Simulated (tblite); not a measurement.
# Geometry relaxation of Si$_{3}$NH$_{7}$S (part 2 of 2)

Continued. System: Si$_{3}$NH$_{7}$S, SMILES [SiH3]N[Si]S[SiH3]. Method: GFN2-xTB geometry optimisation, gas phase (tblite 0.8.0). 

Geometry of the input (Å):
```
Si -0.0441  0.3139  0.5710
N  -1.3936  0.9555  -0.2569
Si -2.7423  -0.0792  0.0138
S  1.4082  0.1988  -0.9909
Si 3.0594  -0.2707  0.3011
H  -1.1803  0.9803  -1.2384
H  -3.8620  0.5244  -0.7558
H  -3.0418  -0.1122  1.4386
H  -2.4599  -1.3991  -0.5422
H  2.7471  -1.5343  1.0247
H  4.2928  -0.4414  -0.5146
H  3.2275  0.8211  1.2713
```

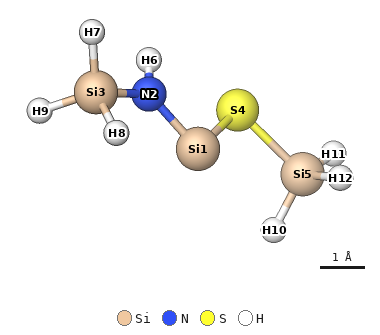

Figure 1. The geometry at step 105 of the log (ball-and-stick view, seen at a tilt; atoms are numbered from 1 in the order of the input).

### Trajectory as extended XYZ, continued
```
12
Properties=species:S:1:pos:R:3:forces:R:3 step=65 energy=-407.84786
Si    0.0003    0.0741    0.7096   -0.0020  -0.0080   0.0130
N    -1.3278    0.2807   -0.3560    0.0280   0.0190   0.0040
Si   -3.0025   -0.0540   -0.0466   -0.0270  -0.0690  -0.0210
S     1.5890    0.5396   -0.7601    0.0050  -0.0130  -0.0170
Si    3.2824   -0.1453    0.3296   -0.0220   0.0140   0.0170
H    -1.1083    0.5527   -1.3065   -0.0010   0.0110  -0.0210
H    -3.7869    0.9114   -0.8167   -0.0110  -0.0090   0.0080
H    -3.1758    0.0859    1.3955    0.0150   0.0100   0.0080
H    -3.3132   -1.4261   -0.4709   -0.0190   0.0500   0.0090
H     2.9569   -1.4559    0.8803    0.0070  -0.0270  -0.0060
H     4.3513   -0.1950   -0.6536    0.0120   0.0080   0.0110
H     3.5456    0.7890    1.4172    0.0140   0.0130  -0.0050
12
Properties=species:S:1:pos:R:3:forces:R:3 step=70 energy=-407.84896
Si    0.0041    0.0674    0.7182   -0.0160  -0.0060  -0.0130
N    -1.3271    0.2786   -0.3439   -0.0080   0.0030  -0.0150
Si   -3.0064   -0.0524   -0.0476   -0.0010   0.0210   0.0110
S     1.5841    0.4989   -0.7730    0.0010  -0.0120   0.0070
Si    3.2837   -0.1453    0.3307    0.0150  -0.0030  -0.0120
H    -1.1050    0.5492   -1.2950   -0.0020  -0.0010   0.0000
H    -3.7787    0.9203   -0.8216   -0.0090   0.0000   0.0120
H    -3.1875    0.0895    1.3943    0.0180   0.0000  -0.0090
H    -3.3376   -1.4135   -0.4797   -0.0040  -0.0120  -0.0010
H     2.9937   -1.4671    0.8763   -0.0010   0.0020   0.0030
H     4.3582   -0.1703   -0.6477    0.0130   0.0040   0.0060
H     3.5296    0.8018    1.4107   -0.0050   0.0050   0.0110
12
Properties=species:S:1:pos:R:3:forces:R:3 step=75 energy=-407.85016
Si   -0.0097    0.0407    0.7199    0.0040  -0.0070  -0.0180
N    -1.3341    0.2672   -0.3479    0.0080   0.0000  -0.0120
Si   -3.0167   -0.0414   -0.0488   -0.0070   0.0010   0.0030
S     1.5797    0.4478   -0.7708    0.0110   0.0080  -0.0190
Si    3.3009   -0.1415    0.3307   -0.0190   0.0030   0.0050
H    -1.1043    0.5310   -1.2989   -0.0100  -0.0020  -0.0070
H    -3.7854    0.9404   -0.8138   -0.0020   0.0150   0.0090
H    -3.1789    0.0987    1.3949    0.0020  -0.0040   0.0030
H    -3.3742   -1.3951   -0.4862    0.0080  -0.0030   0.0080
H     3.0343   -1.4707    0.8686    0.0230  -0.0070   0.0190
H     4.3856   -0.1337   -0.6374   -0.0140   0.0030   0.0000
H     3.5139    0.8138    1.4114   -0.0050  -0.0060   0.0090
12
Properties=species:S:1:pos:R:3:forces:R:3 step=80 energy=-407.85173
Si   -0.0170    0.0241    0.6954    0.0450  -0.0010  -0.0020
N    -1.3413    0.2856   -0.3625   -0.0450  -0.0340   0.0130
Si   -3.0206   -0.0332   -0.0464    0.0360   0.0030  -0.0100
S     1.5818    0.3937   -0.7977   -0.0130  -0.0010   0.0060
Si    3.2980   -0.1447    0.3356    0.0530  -0.0320   0.0260
H    -1.1172    0.5434   -1.3152   -0.0020   0.0200  -0.0450
H    -3.8049    0.9551   -0.7880    0.0070  -0.0090   0.0050
H    -3.1583    0.0959    1.4002   -0.0070  -0.0040   0.0160
H    -3.3677   -1.3900   -0.4850   -0.0070   0.0240   0.0050
H     3.0814   -1.4800    0.8870   -0.0060   0.0330  -0.0130
H     4.3971   -0.1112   -0.6176   -0.0340   0.0030   0.0070
H     3.4797    0.8185    1.4160   -0.0270  -0.0020  -0.0070
12
Properties=species:S:1:pos:R:3:forces:R:3 step=85 energy=-407.85303
Si   -0.0222   -0.0327    0.6916   -0.0250  -0.0060  -0.0150
N    -1.3453    0.2391   -0.3694    0.0400   0.0200  -0.0120
Si   -3.0334   -0.0102   -0.0463    0.0030  -0.0080   0.0020
S     1.5773    0.3086   -0.8013    0.0490  -0.0100   0.0050
Si    3.3187   -0.1395    0.3409   -0.0390   0.0320   0.0060
H    -1.1165    0.5006   -1.3217   -0.0130  -0.0170   0.0130
H    -3.7891    1.0085   -0.7774    0.0200  -0.0010   0.0120
H    -3.1591    0.1121    1.4022   -0.0060   0.0020   0.0130
H    -3.4404   -1.3467   -0.4923   -0.0040   0.0000  -0.0020
H     3.1840   -1.4849    0.8885   -0.0150   0.0040  -0.0060
H     4.4073   -0.0314   -0.6158    0.0030  -0.0020  -0.0030
H     3.4300    0.8336    1.4227   -0.0150  -0.0140  -0.0110
12
Properties=species:S:1:pos:R:3:forces:R:3 step=90 energy=-407.85371
Si   -0.0237   -0.0440    0.6771    0.0260  -0.0010  -0.0030
N    -1.3444    0.2499   -0.3781   -0.0230  -0.0160   0.0050
Si   -3.0294   -0.0072   -0.0411   -0.0020  -0.0030   0.0010
S     1.5829    0.2774   -0.8148   -0.0070  -0.0010  -0.0080
Si    3.3170   -0.1391    0.3451    0.0080  -0.0110  -0.0200
H    -1.1250    0.5044   -1.3339    0.0120  -0.0010   0.0000
H    -3.7871    1.0162   -0.7620    0.0050   0.0040   0.0020
H    -3.1523    0.1098    1.4090    0.0110  -0.0030  -0.0060
H    -3.4393   -1.3416   -0.4925    0.0020   0.0100   0.0050
H     3.2012   -1.4857    0.8952   -0.0150   0.0100  -0.0070
H     4.4100   -0.0193   -0.6073   -0.0090   0.0010   0.0230
H     3.4011    0.8363    1.4250   -0.0070   0.0090   0.0080
12
Properties=species:S:1:pos:R:3:forces:R:3 step=95 energy=-407.85489
Si   -0.0066   -0.0766    0.6553   -0.0530  -0.0050   0.0110
N    -1.3372    0.2279   -0.3870    0.0020   0.0020   0.0020
Si   -3.0240    0.0009   -0.0356    0.0190   0.0180  -0.0040
S     1.5855    0.2261   -0.8461    0.0160   0.0340  -0.0370
Si    3.3093   -0.1293    0.3491   -0.0190  -0.0100   0.0060
H    -1.1218    0.4877   -1.3429   -0.0020  -0.0180   0.0180
H    -3.7723    1.0468   -0.7356    0.0160  -0.0120  -0.0010
H    -3.1294    0.1134    1.4156    0.0100  -0.0090   0.0090
H    -3.4603   -1.3229   -0.4913   -0.0050   0.0080   0.0000
H     3.2088   -1.4794    0.8909    0.0030  -0.0040   0.0180
H     4.4129    0.0156   -0.5843    0.0270   0.0110   0.0080
H     3.3461    0.8469    1.4338   -0.0120  -0.0150  -0.0290
12
Properties=species:S:1:pos:R:3:forces:R:3 step=100 energy=-407.85658
Si    0.0006   -0.1554    0.6229    0.0340   0.0040   0.0040
N    -1.3307    0.1718   -0.4079    0.0030  -0.0010   0.0030
Si   -3.0172    0.0229   -0.0246   -0.0340  -0.0110   0.0210
S     1.5889    0.1723   -0.8846   -0.0030   0.0180   0.0190
Si    3.2985   -0.1110    0.3500    0.0270  -0.0370  -0.0170
H    -1.1183    0.4179   -1.3673   -0.0080  -0.0020  -0.0110
H    -3.7247    1.1108   -0.6991   -0.0050   0.0120  -0.0100
H    -3.0913    0.1196    1.4304    0.0170  -0.0020  -0.0070
H    -3.5312   -1.2710   -0.4845    0.0030   0.0010  -0.0070
H     3.2461   -1.4652    0.8898    0.0010   0.0000  -0.0020
H     4.4258    0.0914   -0.5474   -0.0170   0.0020   0.0270
H     3.2645    0.8531    1.4440   -0.0180   0.0160  -0.0190
12
Properties=species:S:1:pos:R:3:forces:R:3 step=105 energy=-407.85731
Si    0.0120   -0.1677    0.6078   -0.0060   0.0110  -0.0020
N    -1.3275    0.1640   -0.4124    0.0050  -0.0100  -0.0050
Si   -3.0134    0.0253   -0.0185    0.0160   0.0090   0.0010
S     1.5924    0.1708   -0.9021    0.0020   0.0070   0.0030
Si    3.2896   -0.1125    0.3501   -0.0030   0.0190   0.0190
H    -1.1230    0.4068   -1.3746    0.0000  -0.0010   0.0000
H    -3.7132    1.1219   -0.6892   -0.0060  -0.0020   0.0110
H    -3.0631    0.1151    1.4373   -0.0080   0.0020   0.0010
H    -3.5396   -1.2618   -0.4816   -0.0040  -0.0070  -0.0050
H     3.2350   -1.4647    0.8912    0.0010  -0.0190   0.0030
H     4.4287    0.1024   -0.5252    0.0170  -0.0050  -0.0100
H     3.2329    0.8576    1.4390   -0.0140  -0.0040  -0.0160
12
Properties=species:S:1:pos:R:3:forces:R:3 step=110 energy=-407.85764
Si    0.0187   -0.1546    0.5985    0.0070   0.0060  -0.0010
N    -1.3249    0.1694   -0.4180   -0.0040   0.0060   0.0020
Si   -3.0079    0.0216   -0.0146   -0.0010  -0.0080  -0.0120
S     1.5988    0.1815   -0.9125   -0.0060   0.0020   0.0030
Si    3.2860   -0.1150    0.3510   -0.0040  -0.0140  -0.0130
H    -1.1274    0.4191   -1.3797    0.0060  -0.0060  -0.0060
H    -3.7216    1.1145   -0.6769    0.0010  -0.0020   0.0070
H    -3.0556    0.1106    1.4413    0.0000  -0.0040   0.0000
H    -3.5251   -1.2689   -0.4814   -0.0020   0.0100   0.0060
H     3.2142   -1.4669    0.8939    0.0050   0.0020  -0.0040
H     4.4367    0.0879   -0.5138   -0.0010  -0.0060   0.0030
H     3.2191    0.8580    1.4341    0.0000   0.0150   0.0150
12
Properties=species:S:1:pos:R:3:forces:R:3 step=115 energy=-407.85775
Si    0.0209   -0.1441    0.5982   -0.0050   0.0070   0.0020
N    -1.3240    0.1729   -0.4194    0.0020  -0.0010  -0.0010
Si   -3.0061    0.0174   -0.0156    0.0000   0.0040   0.0070
S     1.5989    0.2026   -0.9109    0.0010  -0.0010  -0.0060
Si    3.2834   -0.1161    0.3507    0.0050   0.0080   0.0080
H    -1.1259    0.4203   -1.3818   -0.0020  -0.0040   0.0020
H    -3.7252    1.1077   -0.6755   -0.0010   0.0010  -0.0010
H    -3.0545    0.1072    1.4406    0.0040  -0.0050  -0.0050
H    -3.5209   -1.2748   -0.4786    0.0000   0.0000  -0.0030
H     3.1975   -1.4679    0.8912    0.0000   0.0000  -0.0010
H     4.4379    0.0734   -0.5119   -0.0020  -0.0030  -0.0030
H     3.2291    0.8585    1.4348   -0.0010  -0.0050  -0.0010
12
Properties=species:S:1:pos:R:3:forces:R:3 step=120 energy=-407.85782
Si    0.0210   -0.1398    0.5968    0.0040   0.0070   0.0010
N    -1.3241    0.1701   -0.4223   -0.0020   0.0000   0.0000
Si   -3.0056    0.0177   -0.0152    0.0010  -0.0020  -0.0030
S     1.6004    0.2085   -0.9112    0.0030  -0.0040   0.0050
Si    3.2835   -0.1143    0.3525   -0.0080  -0.0050  -0.0090
H    -1.1273    0.4142   -1.3857    0.0010  -0.0030  -0.0030
H    -3.7245    1.1096   -0.6728   -0.0010   0.0010   0.0030
H    -3.0479    0.1032    1.4408    0.0000   0.0010   0.0080
H    -3.5247   -1.2730   -0.4774    0.0000  -0.0010  -0.0070
H     3.1943   -1.4673    0.8899    0.0000   0.0030   0.0010
H     4.4380    0.0700   -0.5115   -0.0010   0.0040   0.0030
H     3.2279    0.8583    1.4378    0.0040  -0.0010   0.0010
12
Properties=species:S:1:pos:R:3:forces:R:3 step=125 energy=-407.85795
Si    0.0225   -0.1179    0.6039    0.0010   0.0040   0.0010
N    -1.3244    0.1692   -0.4196   -0.0030   0.0060   0.0030
Si   -3.0068    0.0182   -0.0144    0.0010  -0.0110  -0.0030
S     1.6004    0.2112   -0.9106   -0.0140   0.0020  -0.0060
Si    3.2828   -0.1144    0.3508    0.0180  -0.0020   0.0190
H    -1.1279    0.4007   -1.3861    0.0010  -0.0040  -0.0040
H    -3.7260    1.1109   -0.6715    0.0050   0.0000   0.0140
H    -3.0506    0.0954    1.4429    0.0010   0.0040  -0.0140
H    -3.5240   -1.2700   -0.4869   -0.0010   0.0020   0.0010
H     3.1933   -1.4681    0.8867   -0.0050   0.0020   0.0060
H     4.4395    0.0643   -0.5114   -0.0040   0.0090  -0.0020
H     3.2321    0.8579    1.4379    0.0010  -0.0130  -0.0140
12
Properties=species:S:1:pos:R:3:forces:R:3 step=130 energy=-407.85848
Si    0.0233   -0.0695    0.6155   -0.0010  -0.0010  -0.0020
N    -1.3265    0.1414   -0.4235    0.0200  -0.0010  -0.0040
Si   -3.0107    0.0222   -0.0142    0.0190   0.0270   0.0000
S     1.6011    0.1917   -0.9137   -0.0010  -0.0060   0.0220
Si    3.2868   -0.1112    0.3525   -0.0160  -0.0040  -0.0230
H    -1.1260    0.3180   -1.4012   -0.0190  -0.0050   0.0070
H    -3.7075    1.1488   -0.6380   -0.0030  -0.0020   0.0070
H    -3.0402    0.0772    1.4445   -0.0020  -0.0090  -0.0190
H    -3.5629   -1.2387   -0.5172    0.0020  -0.0080   0.0030
H     3.2200   -1.4674    0.8844   -0.0040  -0.0070   0.0040
H     4.4388    0.0911   -0.5103    0.0040   0.0050   0.0000
H     3.2148    0.8537    1.4428    0.0020   0.0110   0.0050
12
Properties=species:S:1:pos:R:3:forces:R:3 step=135 energy=-407.85870
Si    0.0226   -0.0446    0.6223    0.0000  -0.0030   0.0010
N    -1.3254    0.1360   -0.4241   -0.0070  -0.0010  -0.0060
Si   -3.0097    0.0260   -0.0152   -0.0080  -0.0020   0.0030
S     1.5990    0.1803   -0.9123    0.0000   0.0030  -0.0030
Si    3.2868   -0.1115    0.3514    0.0100  -0.0020   0.0070
H    -1.1288    0.2879   -1.4066    0.0070  -0.0020   0.0020
H    -3.7045    1.1620   -0.6245    0.0000  -0.0020   0.0040
H    -3.0369    0.0655    1.4435   -0.0020  -0.0040  -0.0100
H    -3.5695   -1.2281   -0.5299    0.0090   0.0120   0.0050
H     3.2270   -1.4686    0.8835    0.0000   0.0030   0.0000
H     4.4399    0.0992   -0.5089   -0.0100  -0.0010   0.0020
H     3.2106    0.8532    1.4427    0.0000   0.0000  -0.0070
12
Properties=species:S:1:pos:R:3:forces:R:3 step=138 energy=-407.85875
Si    0.0220   -0.0488    0.6202    0.0060  -0.0010   0.0020
N    -1.3254    0.1297   -0.4271   -0.0050  -0.0010   0.0020
Si   -3.0095    0.0293   -0.0148    0.0010   0.0030   0.0000
S     1.5997    0.1747   -0.9137    0.0000   0.0000   0.0030
Si    3.2871   -0.1104    0.3526   -0.0040   0.0020  -0.0020
H    -1.1273    0.2752   -1.4100   -0.0010   0.0010  -0.0040
H    -3.7021    1.1697   -0.6181    0.0030   0.0010   0.0020
H    -3.0332    0.0643    1.4438   -0.0010  -0.0020  -0.0020
H    -3.5750   -1.2205   -0.5311    0.0000  -0.0020  -0.0020
H     3.2314   -1.4679    0.8835    0.0030   0.0010   0.0010
H     4.4388    0.1078   -0.5070   -0.0020  -0.0040   0.0010
H     3.2044    0.8541    1.4433    0.0000   0.0020  -0.0010
```

### Key numbers

```json
{"quantity": "outcome", "value": "converged"}
{"quantity": "total energy", "value": "−407.8587 eV"}
{"quantity": "wall time", "value": "3.7 s"}
{"quantity": "peak memory", "value": "0.18 GiB"}
```
